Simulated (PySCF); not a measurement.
C₈H₇NS, SMILES CSc1ccc(C#N)cc1 at its GFN2-xTB optimised geometry (Å):

```
17

C     -2.6141    -2.4294     0.0209
S     -0.8373    -2.8008     0.0012
C     -0.0635    -1.2212     0.0000
C     -0.7526    -0.0129    -0.0012
C     -0.0551     1.1781    -0.0012
C      1.3395     1.1786    -0.0002
C      2.0464     2.4002     0.0011
N      2.6184     3.3944     0.0022
C      2.0317    -0.0364     0.0000
C      1.3334    -1.2212     0.0000
H     -2.8910    -1.8821    -0.8754
H     -2.8690    -1.8762     0.9200
H     -3.1114    -3.3944     0.0300
H     -1.8302     0.0134    -0.0024
H     -0.5895     2.1168    -0.0021
H      3.1114    -0.0369     0.0005
H      1.8555    -2.1658     0.0004
```

Computed with PBE0/def2-SVP (PySCF). Cells within 0.4 Å of a nucleus heavier than hydrogen are left out (blank, or x).

Map of the deformation density (molecule minus spherical neutral atoms) (e/bohr³), clipped to [-0.15, 0.15] on the plane z = 0.0 Å:

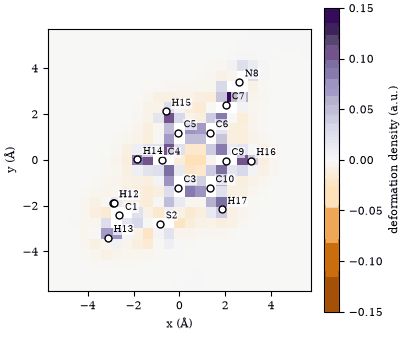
Deformation density (molecule minus spherical neutral atoms) (e/bohr³), clipped to [-0.15, 0.15] on the plane z = 0.0 Å.
